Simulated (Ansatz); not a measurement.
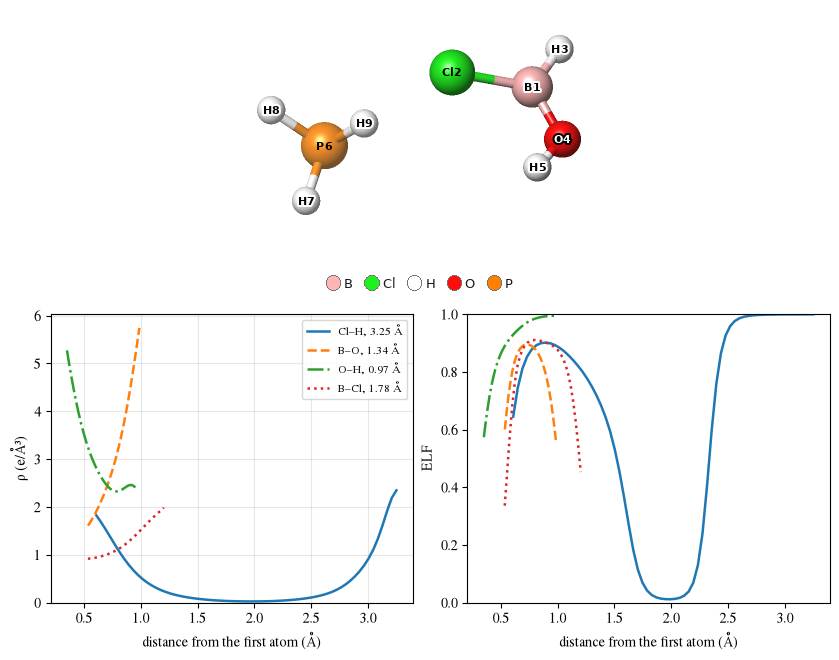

The picture shows: BClH$_{2}$O···PH$_{3}$. Electron density and electron localisation function along straight lines between neighbouring atoms. The curves leave out the atomic cores. The structure is drawn too.

Method: RKS B3LYP/def2-SVP in Ansatz.

```xyz
9

B     0.1657   -1.3051   -0.3823
Cl   -0.1335   -0.8461    1.3143
H     1.2885   -1.3139   -0.8015
O    -0.8437   -1.6445   -1.1949
H    -1.7184   -1.6133   -0.7812
P    -0.4166    3.8233    1.4493
H    -1.8407    3.8033    1.5831
H    -0.2084    3.8563    2.8638
H    -0.3245    2.3978    1.3913
```

What can be read from the curves?

Answer. Cl2···H9 (3.25 Å): the density falls to about 0.02 e/Å³ on the way; the ELF dips to about 0 between them; a non-bonded, intermolecular contact.
B–O (1.34 Å): ρ at the midpoint is about 2.2 e/Å³; the ELF peaks at about 0.90 between the atoms (a short, strongly polar bond).
O–H (0.97 Å): ρ is about 3.7 e/Å³ halfway; the ELF climbs to about 1 towards the hydrogen, as it does in any bond to H: an ordinary covalent bond to hydrogen.
B–Cl (1.78 Å): the density is about 1.3 e/Å³ at the midpoint; the ELF peaks at about 0.90 between the atoms, as expected for a polar covalent bond.
